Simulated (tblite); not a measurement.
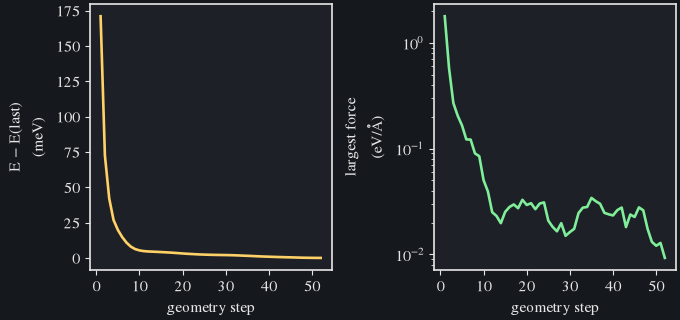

History of a geometry optimisation.

C8H18P (SMILES C[P+]1(C)CCCCCC1) (charge +1); tblite 0.8.0, GFN2-xTB geometry optimisation, gas phase.

**How did it end, and what did it gain?**

The optimisation met its thresholds at geometry 52, counting the start as the first. The energy fell by about 170 meV from the first step to the last. The largest force goes from about 1.8 eV/Å at the start to 9 × 10⁻³ eV/Å at the end.
